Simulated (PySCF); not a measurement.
# C₁₂H₁₃PSi: NMR shifts at several levels of theory

Aim: compute the NMR shifts of C₁₂H₁₃PSi (`c1ccc([SiH2]Pc2ccccc2)cc1`) at several levels, and see how far they spread and what each costs.

Computed with PySCF 2.14.0, with density-fitted response routines of our own, on a single molecule in the gas phase. Atoms are numbered from 0 throughout.

### Step 1. The starting structure

27 atoms, charge 0, multiplicity 1; geometry from: GFN2-xTB.

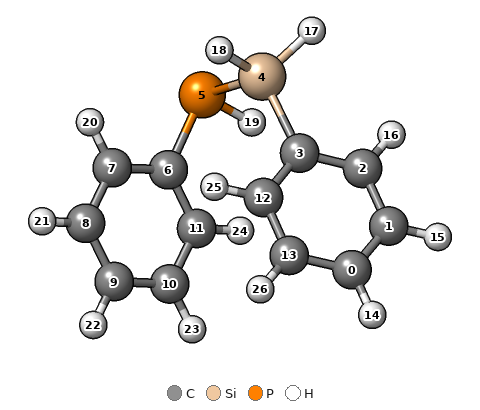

As it starts; carbon grey, silicon light orange, phosphorus orange, hydrogen white, atoms numbered.

### Step 2. Optimising the geometry at PBE0-D3(BJ)/def2-SVP

What the job is given:

```
{"job": {"xc": "PBE0", "basis": "def2-SVP", "d3": "d3bj", "grid": 1, "kind": "geom"}, "charge": 0, "multiplicity": 1}
C     -2.716660     1.990210     0.891520
C     -3.320950     1.127130    -0.007080
C     -2.756350    -0.108640    -0.265030
C     -1.588040    -0.512800     0.375400
Si    -0.756940    -2.158040    -0.044750
P      0.966500    -1.838540    -1.463870
C      1.583910    -0.317590    -0.675950
C      2.509260    -0.436830     0.357730
C      2.981450     0.687480     1.007460
C      2.542570     1.944850     0.625310
C      1.631400     2.070890    -0.409610
C      1.153180     0.947950    -1.058410
C     -0.996630     0.366110     1.279510
C     -1.551620     1.606580     1.533960
H     -3.153070     2.957890     1.091490
H     -4.232090     1.420330    -0.508720
H     -3.230850    -0.774700    -0.972300
H     -1.708710    -3.051160    -0.711830
H     -0.204230    -2.770350     1.167990
H      0.195150    -1.193460    -2.427870
H      2.851190    -1.420900     0.649930
H      3.695230     0.585610     1.812490
H      2.911860     2.824400     1.131880
H      1.287360     3.049560    -0.711300
H      0.438070     1.051980    -1.863630
H     -0.088470     0.075740     1.789170
H     -1.072720     2.277080     2.232720
```

The program printed:

```text
step   0  E = -1094.65520260  max force = 0.017450
step   1  E = -1094.65915312  max force = 0.005627
step   2  E = -1094.65929514  max force = 0.001919
step   3  E = -1094.65939896  max force = 0.001748
step   4  E = -1094.65940582  max force = 0.002505
step   5  E = -1094.65947497  max force = 0.000309
step   6  E = -1094.65949237  max force = 0.000480
step   7  E = -1094.65951029  max force = 0.000813
step   8  E = -1094.65951040  max force = 0.000663
step   9  E = -1094.65951595  max force = 0.000338
optimisation converged
```

Run time: 5.3 min. Hardware: 8 threads of Arm Neoverse V1, shared host.

Step by step:

| step | energy from step 0 (eV) | largest force component (eV/Å) |
| --- | --- | --- |
| 0 | 0.0000 | 0.8973 |
| 1 | -0.1075 | 0.2894 |
| 2 | -0.1114 | 0.0987 |
| 3 | -0.1142 | 0.0899 |
| 4 | -0.1144 | 0.1288 |
| 5 | -0.1163 | 0.0159 |
| 6 | -0.1167 | 0.0247 |
| 7 | -0.1172 | 0.0418 |
| 8 | -0.1172 | 0.0341 |
| 9 | -0.1174 | 0.0174 |

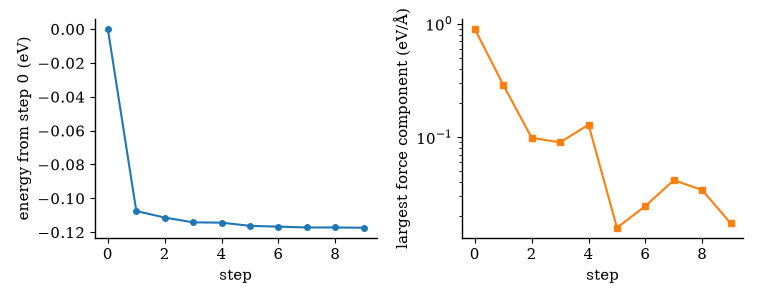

Energy and force, step by step.

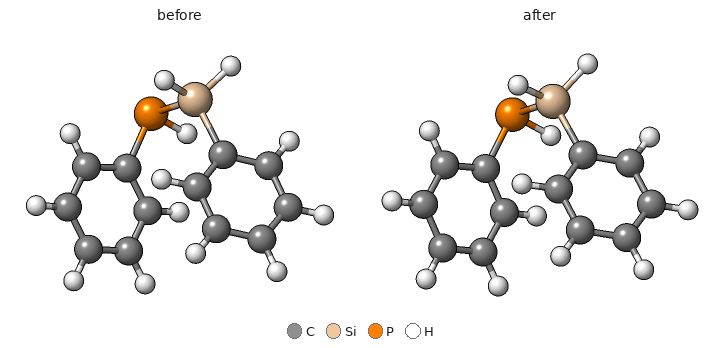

Before and after, at one scale.

Close pairs (by a distance rule), those that changed most:

| bond | before (Å) | after (Å) | change (Å) |
| --- | --- | --- | --- |
| P5–H19 | 1.393 | 1.428 | +0.035 |
| Si4–H17 | 1.466 | 1.496 | +0.030 |
| Si4–H18 | 1.467 | 1.495 | +0.028 |
| Si4–P5 | 2.255 | 2.276 | +0.021 |
| P5–C6 | 1.821 | 1.841 | +0.020 |
| C3–Si4 | 1.891 | 1.873 | -0.017 |
| C2–H16 | 1.081 | 1.094 | +0.013 |
| C12–H25 | 1.081 | 1.094 | +0.013 |

The next job starts from the end point, and lists it.

| at the end point | value |
| --- | --- |
| point group (found at 0.08 Å tolerance) | C1 |
| rotational constants (GHz, main isotopes) | 0.742, 0.483, 0.345 |
| dipole moment (D) | 2.03 |

### Step 3. NMR shieldings: PBE0/pcSseg-1

What the job is given:

```
{"job": {"kind": "nmr", "xc": "PBE0", "basis": "pcSseg-1", "pop": false}, "charge": 0, "multiplicity": 1}
C     -2.876480     1.966904     0.863117
C     -3.444913     1.048845    -0.019494
C     -2.816873    -0.172988    -0.254442
C     -1.612572    -0.499601     0.387785
Si    -0.720627    -2.100389    -0.000657
P      0.928816    -1.801110    -1.539980
C      1.616429    -0.303363    -0.719457
C      2.549829    -0.483597     0.312020
C      3.073489     0.611488     0.995776
C      2.688389     1.905674     0.646155
C      1.774644     2.096458    -0.389262
C      1.237452     1.001213    -1.062025
C     -1.053254     0.436695     1.271947
C     -1.679525     1.658454     1.508353
H     -3.368395     2.925016     1.048744
H     -4.384239     1.285323    -0.525485
H     -3.275262    -0.884526    -0.948027
H     -1.689005    -3.111945    -0.526360
H     -0.042242    -2.633612     1.219804
H      0.073848    -1.126698    -2.464423
H      2.866504    -1.494464     0.585444
H      3.793699     0.452361     1.802114
H      3.102596     2.764796     1.178988
H      1.464073     3.106286    -0.668088
H      0.498894     1.162408    -1.850811
H     -0.108527     0.215594     1.776979
H     -1.226946     2.375559     2.197495
```

Method: GIAO PBE0/pcSseg-1 NMR shielding, non-relativistic, gas phase.

The program printed:

```text
coarse grid: 24344 points
cycle   1  E = -1094.9213966972  dE =  2.120e+00  |g| = 4.499e-01  |ddm| = 5.220e+00
cycle   2  E = -1094.9106249261  dE =  1.077e-02  |g| = 5.061e-01  |ddm| = 1.283e+00
cycle   3  E = -1094.9796218340  dE = -6.900e-02  |g| = 6.246e-02  |ddm| = 6.477e-01
cycle   4  E = -1094.9800713579  dE = -4.495e-04  |g| = 4.959e-02  |ddm| = 1.364e-01
cycle   5  E = -1094.9807325713  dE = -6.612e-04  |g| = 1.092e-02  |ddm| = 6.015e-02
cycle   6  E = -1094.9807678248  dE = -3.525e-05  |g| = 3.310e-03  |ddm| = 1.911e-02
cycle   7  E = -1094.9807703984  dE = -2.574e-06  |g| = 1.210e-03  |ddm| = 5.074e-03
final grid: 228184 points
cycle   8  E = -1095.0634602350  dE = -5.565e-05  |g| = 9.618e-03  |ddm| = 6.681e-02
cycle   9  E = -1095.0634438614  dE =  1.637e-05  |g| = 1.239e-02  |ddm| = 2.664e-02
cycle  10  E = -1095.0634852114  dE = -4.135e-05  |g| = 1.965e-03  |ddm| = 1.613e-02
cycle  11  E = -1095.0634862061  dE = -9.947e-07  |g| = 5.104e-04  |ddm| = 2.511e-03
cycle  12  E = -1095.0634862811  dE = -7.501e-08  |g| = 8.338e-05  |ddm| = 7.043e-04
cycle  13  E = -1095.0634862830  dE = -1.921e-09  |g| = 3.305e-05  |ddm| = 1.786e-04
cycle  14  E = -1095.0634862833  dE = -2.728e-10  |g| = 1.002e-05  |ddm| = 4.489e-05
converged SCF energy = -1095.0634862833

GIAO shielding tensors (ppm)
atom      isotropic    diamagn.    paramagn.     s11        s22        s33       span
  0 C       49.250     255.611    -206.361    -63.315     34.346    176.717    240.031
  1 C       51.074     254.488    -203.415    -61.014     39.067    175.169    236.183
  2 C       44.245     252.745    -208.500    -72.334     35.665    169.405    241.739
  3 C       48.017     262.564    -214.547    -48.075      1.500    190.626    238.701
  4 Si     385.388     882.763    -497.375    355.228    381.655    419.281     64.054
  5 P      452.274     969.110    -516.836    342.937    424.747    589.139    246.201
  6 C       45.210     267.235    -222.025    -52.756     14.190    174.197    226.953
  7 C       45.903     253.087    -207.183    -69.152     38.471    168.390    237.542
  8 C       50.551     254.665    -204.114    -60.681     37.883    174.449    235.130
  9 C       52.259     255.464    -203.205    -58.025     36.715    178.088    236.113
 10 C       49.391     255.075    -205.685    -62.884     36.022    175.034    237.918
 11 C       41.835     255.072    -213.237    -70.220     38.983    156.743    226.963
 12 C       41.990     255.663    -213.673    -77.607     28.807    174.769    252.376
 13 C       51.758     254.823    -203.066    -61.089     40.239    176.124    237.213
 14 H       23.924      29.121      -5.197     20.495     24.688     26.589      6.094
 15 H       23.863      28.779      -4.916     20.335     24.618     26.635      6.299
 16 H       23.644      32.077      -8.433     19.460     22.603     28.870      9.410
 17 H       26.264      30.196      -3.932     21.967     24.875     31.949      9.982
 18 H       26.661      30.771      -4.110     23.878     24.609     31.496      7.618
 19 H       27.942      32.187      -4.245     24.736     25.804     33.287      8.551
 20 H       23.635      32.433      -8.797     19.210     22.301     29.395     10.185
 21 H       23.788      29.584      -5.796     20.344     24.426     26.595      6.250
 22 H       23.949      29.682      -5.732     20.885     24.969     25.994      5.109
 23 H       24.239      31.895      -7.656     21.664     24.013     27.041      5.377
 24 H       24.691      35.382     -10.691     21.533     23.843     28.696      7.163
 25 H       25.401      36.450     -11.048     21.094     25.483     29.626      8.532
 26 H       24.370      32.448      -8.078     21.088     23.702     28.319      7.231
```

Run time: 87 s. Hardware: 8 threads of Arm Neoverse V1, shared host.

The references, computed at this level on geometries of the same kind, shield at (ppm): 1H TMS 31.27, 13C TMS 184.4, 29Si TMS 352.0, 31P H3PO4 310.1. Their shielding less the atom's gives the shift. The references are single molecules in the gas phase, so shifts against H2O, NH3, PH3, H3PO4 or CFCl3 are not on the usual liquid scales and can be off by tens of ppm. Atoms listed in one row are averaged.

| atoms | environment | σ (ppm) | δ (ppm) | δ scaled to CDCl3 |
| --- | --- | --- | --- | --- |
| C2, C12 | aromatic CH | 43.1 | 141.3 | 136.7 |
| C7, C11 | aromatic CH | 43.9 | 140.5 | 136.0 |
| C6 | substituted aromatic carbon | 45.2 | 139.2 | 134.7 |
| C3 | substituted aromatic carbon | 48.0 | 136.4 | 131.9 |
| C0 | aromatic CH | 49.2 | 135.2 | 130.7 |
| C8, C10 | aromatic CH | 50.0 | 134.4 | 130.0 |
| C1, C13 | aromatic CH | 51.4 | 133.0 | 128.6 |
| C9 | aromatic CH | 52.3 | 132.1 | 127.8 |
| H14 | hydrogen on an aromatic CH | 23.92 | 7.34 | 7.18 |
| H22 | hydrogen on an aromatic CH | 23.95 | 7.32 | 7.15 |
| H21, H23 | hydrogen on an aromatic CH | 24.01 | 7.25 | 7.09 |
| H15, H26 | hydrogen on an aromatic CH | 24.12 | 7.15 | 6.99 |
| H20, H24 | hydrogen on an aromatic CH | 24.16 | 7.10 | 6.95 |
| H16, H25 | hydrogen on an aromatic CH | 24.52 | 6.74 | 6.61 |
| H17, H18 | hydrogen on a silicon bonded to C, P | 26.46 | 4.80 | – |
| H19 | hydrogen on a phosphorus bonded to C, Si | 27.94 | 3.33 | – |
| Si4 | silicon bonded to C, P, 2 H | 385.4 | -33.4 | – |
| P5 | phosphorus bonded to C, Si, H | 452.3 | -142.1 | – |

The scaled column applies a straight-line fit of computed shieldings to shifts measured in CDCl3 (root-mean-square error 0.21 ppm for H, 2.0 ppm for C).

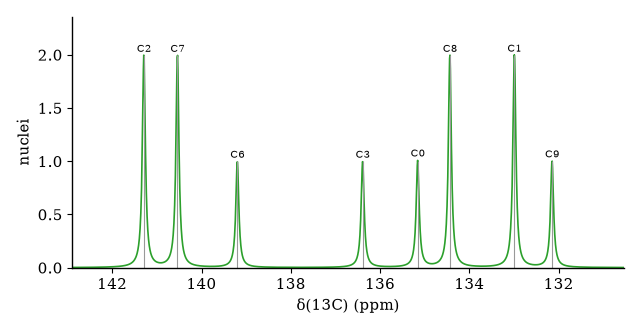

13C lines at the computed shifts, without couplings. Lines are broadened to a width of 0.08 ppm (Lorentzian).

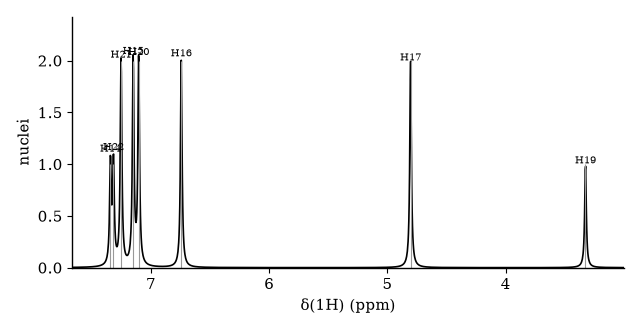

1H lines at the computed shifts, without couplings. Lines are broadened to a width of 0.02 ppm (Lorentzian).

Ring of atoms C0, C1, C2, C3, C12, C13: NICS(0) -8.4, NICS(1) -11.5, NICS(1)zz -29.3 ppm (means of both faces).

Ring of atoms C6, C7, C8, C9, C10, C11: NICS(0) -8.2, NICS(1) -10.9, NICS(1)zz -29.4 ppm (means of both faces).

### Step 4. Shielding tensors: PBE/pcSseg-1

Same as in step 3 but for these lines:

```diff
@@ -1,2 +1,2 @@
-{"job": {"kind": "nmr", "xc": "PBE0", "basis": "pcSseg-1", "pop": false}, "charge": 0, "multiplicity": 1}
+{"job": {"kind": "nmr", "xc": "PBE", "basis": "pcSseg-1", "pop": false}, "charge": 0, "multiplicity": 1}
 C     -2.876480     1.966904     0.863117
```

With the program's defaults for keys left out, this is: GIAO PBE/pcSseg-1 NMR shielding, non-relativistic, gas phase.

The program printed:

```text
coarse grid: 24344 points
cycle   1  E = -1094.7188294954  dE =  1.635e+00  |g| = 6.843e-01  |ddm| = 5.356e+00
cycle   2  E = -1094.5124614258  dE =  2.064e-01  |g| = 1.102e+00  |ddm| = 2.112e+00
cycle   3  E = -1094.8472650483  dE = -3.348e-01  |g| = 1.575e-01  |ddm| = 1.573e+00
cycle   4  E = -1094.8525869673  dE = -5.322e-03  |g| = 9.373e-02  |ddm| = 3.139e-01
cycle   5  E = -1094.8548924266  dE = -2.305e-03  |g| = 2.755e-02  |ddm| = 1.209e-01
cycle   6  E = -1094.8551206187  dE = -2.282e-04  |g| = 9.320e-03  |ddm| = 5.057e-02
cycle   7  E = -1094.8551390576  dE = -1.844e-05  |g| = 5.322e-03  |ddm| = 1.590e-02
cycle   8  E = -1094.8551469242  dE = -7.867e-06  |g| = 1.069e-03  |ddm| = 6.138e-03
final grid: 228184 points
cycle   9  E = -1094.9684512607  dE = -6.218e-05  |g| = 1.602e-02  |ddm| = 9.252e-02
cycle  10  E = -1094.9683206965  dE =  1.306e-04  |g| = 2.645e-02  |ddm| = 5.188e-02
cycle  11  E = -1094.9685170008  dE = -1.963e-04  |g| = 4.187e-03  |ddm| = 3.729e-02
cycle  12  E = -1094.9685221755  dE = -5.175e-06  |g| = 1.323e-03  |ddm| = 6.187e-03
cycle  13  E = -1094.9685226710  dE = -4.955e-07  |g| = 2.541e-04  |ddm| = 1.789e-03
cycle  14  E = -1094.9685226903  dE = -1.932e-08  |g| = 5.577e-05  |ddm| = 4.267e-04
cycle  15  E = -1094.9685226907  dE = -3.497e-10  |g| = 4.084e-05  |ddm| = 9.990e-05
cycle  16  E = -1094.9685226911  dE = -4.388e-10  |g| = 1.401e-05  |ddm| = 5.674e-05
converged SCF energy = -1094.9685226911

GIAO shielding tensors (ppm)
atom      isotropic    diamagn.    paramagn.     s11        s22        s33       span
  0 C       47.655     254.453    -206.798    -61.103     33.454    170.616    231.719
  1 C       48.717     253.339    -204.622    -59.779     37.275    168.654    228.433
  2 C       42.647     252.081    -209.434    -69.045     34.304    162.683    231.729
  3 C       44.908     261.600    -216.692    -46.899     -1.231    182.853    229.753
  4 Si     369.239     884.099    -514.860    338.032    365.274    404.411     66.379
  5 P      426.839     969.734    -542.895    316.510    398.883    565.124    248.614
  6 C       42.115     266.479    -224.364    -50.177     11.051    165.470    215.647
  7 C       44.173     252.284    -208.111    -66.719     36.987    162.252    228.970
  8 C       48.589     253.625    -205.036    -58.694     36.543    167.917    226.612
  9 C       50.656     254.411    -203.755    -56.005     35.789    172.184    228.189
 10 C       47.321     254.319    -206.999    -61.029     34.765    168.226    229.254
 11 C       39.753     254.881    -215.128    -67.882     38.243    148.899    216.781
 12 C       40.466     255.699    -215.233    -74.604     27.988    168.015    242.619
 13 C       49.639     254.146    -204.507    -59.368     38.727    169.558    228.926
 14 H       23.974      29.129      -5.155     20.762     24.532     26.628      5.866
 15 H       23.889      28.768      -4.878     20.603     24.404     26.659      6.056
 16 H       23.680      32.221      -8.541     19.692     22.500     28.848      9.156
 17 H       26.108      30.252      -4.144     21.986     24.757     31.582      9.596
 18 H       26.519      30.993      -4.474     23.860     24.520     31.177      7.317
 19 H       27.831      32.214      -4.383     24.865     25.768     32.861      7.995
 20 H       23.676      32.546      -8.870     19.439     22.214     29.374      9.936
 21 H       23.848      29.589      -5.741     20.630     24.279     26.635      6.005
 22 H       24.008      29.707      -5.699     21.187     24.783     26.054      4.866
 23 H       24.264      31.957      -7.693     21.847     23.910     27.035      5.188
 24 H       24.674      35.633     -10.960     21.383     24.005     28.633      7.250
 25 H       25.332      36.779     -11.447     21.061     25.399     29.536      8.476
 26 H       24.380      32.540      -8.160     21.331     23.521     28.288      6.957
```

Run time: 55 s. Hardware: 8 threads of Arm Neoverse V1, shared host.

In short: δ C2 138.5, C7 138.1, C6 137.9, C3 135.1, H14 7.22, H22 7.19 ppm (means over like atoms).

### Step 5. NMR shieldings: wB97X-D/pcSseg-1

Same as in step 4 but for these lines:

```diff
@@ -1,2 +1,2 @@
-{"job": {"kind": "nmr", "xc": "PBE", "basis": "pcSseg-1", "pop": false}, "charge": 0, "multiplicity": 1}
+{"job": {"kind": "nmr", "xc": "wB97X-D", "basis": "pcSseg-1", "pop": false}, "charge": 0, "multiplicity": 1}
 C     -2.876480     1.966904     0.863117
```

With the program's defaults for keys left out, this is: GIAO wB97X-D/pcSseg-1 NMR shielding, non-relativistic, gas phase.

The program printed:

```text
coarse grid: 24344 points
cycle   1  E = -1095.5554684526  dE =  2.673e+00  |g| = 3.506e-01  |ddm| = 5.142e+00
cycle   2  E = -1095.5898561195  dE = -3.439e-02  |g| = 2.034e-01  |ddm| = 9.169e-01
cycle   3  E = -1095.6000414832  dE = -1.019e-02  |g| = 5.413e-02  |ddm| = 2.433e-01
cycle   4  E = -1095.6008954967  dE = -8.540e-04  |g| = 1.779e-02  |ddm| = 1.248e-01
cycle   5  E = -1095.6009845940  dE = -8.910e-05  |g| = 4.841e-03  |ddm| = 2.623e-02
cycle   6  E = -1095.6009928875  dE = -8.294e-06  |g| = 1.502e-03  |ddm| = 8.952e-03
final grid: 228184 points
cycle   7  E = -1095.6950588810  dE = -2.649e-04  |g| = 4.492e-03  |ddm| = 7.192e-02
cycle   8  E = -1095.6950639254  dE = -5.044e-06  |g| = 2.455e-03  |ddm| = 1.180e-02
cycle   9  E = -1095.6950652207  dE = -1.295e-06  |g| = 8.450e-04  |ddm| = 3.466e-03
cycle  10  E = -1095.6950654175  dE = -1.968e-07  |g| = 3.220e-04  |ddm| = 1.516e-03
cycle  11  E = -1095.6950654447  dE = -2.719e-08  |g| = 7.863e-05  |ddm| = 4.259e-04
cycle  12  E = -1095.6950654470  dE = -2.228e-09  |g| = 2.590e-05  |ddm| = 1.723e-04
cycle  13  E = -1095.6950654472  dE = -2.810e-10  |g| = 1.066e-05  |ddm| = 6.318e-05
converged SCF energy = -1095.6950654472

GIAO shielding tensors (ppm)
atom      isotropic    diamagn.    paramagn.     s11        s22        s33       span
  0 C       48.082     256.333    -208.251    -66.615     33.635    177.226    243.841
  1 C       50.226     255.225    -205.000    -63.895     38.611    175.961    239.856
  2 C       43.118     253.663    -210.544    -76.175     35.368    170.162    246.337
  3 C       47.675     263.461    -215.786    -51.444      2.208    192.261    243.706
  4 Si     385.789     882.758    -496.970    356.296    382.294    418.776     62.480
  5 P      451.975     969.424    -517.448    339.180    425.328    591.418    252.238
  6 C       44.242     267.913    -223.672    -57.481     13.684    176.521    234.002
  7 C       44.922     254.281    -209.360    -72.490     38.468    168.788    241.278
  8 C       49.504     255.415    -205.911    -64.002     37.249    175.265    239.268
  9 C       51.067     256.237    -205.170    -61.310     36.064    178.448    239.759
 10 C       48.493     255.847    -207.354    -65.982     35.467    175.995    241.977
 11 C       40.947     256.087    -215.141    -73.623     38.592    157.870    231.493
 12 C       40.755     256.417    -215.663    -81.341     28.363    175.243    256.584
 13 C       50.772     255.526    -204.754    -64.236     39.652    176.899    241.135
 14 H       24.014      29.077      -5.063     20.611     24.745     26.685      6.075
 15 H       23.972      28.739      -4.767     20.461     24.713     26.742      6.281
 16 H       23.743      32.170      -8.427     19.610     22.659     28.960      9.350
 17 H       26.427      30.305      -3.879     22.110     25.044     32.126     10.016
 18 H       26.814      31.023      -4.209     24.003     24.781     31.658      7.656
 19 H       28.133      32.793      -4.660     24.873     26.046     33.479      8.607
 20 H       23.734      32.628      -8.893     19.349     22.361     29.493     10.143
 21 H       23.883      29.618      -5.735     20.464     24.486     26.699      6.235
 22 H       24.039      29.691      -5.652     20.975     25.038     26.103      5.128
 23 H       24.347      32.102      -7.756     21.792     24.100     27.148      5.355
 24 H       24.803      35.912     -11.109     21.602     23.993     28.814      7.212
 25 H       25.513      37.110     -11.597     21.135     25.635     29.769      8.635
 26 H       24.477      32.647      -8.170     21.207     23.776     28.449      7.241
```

Wall time 1.9 min (8 threads of Arm Neoverse V1, shared host).

This run: δ C2 142.6, C7 141.6, C6 140.3, C3 136.9, H14 7.37, H22 7.34 ppm (means over like atoms).

(Part 1 of 2 ends here.)
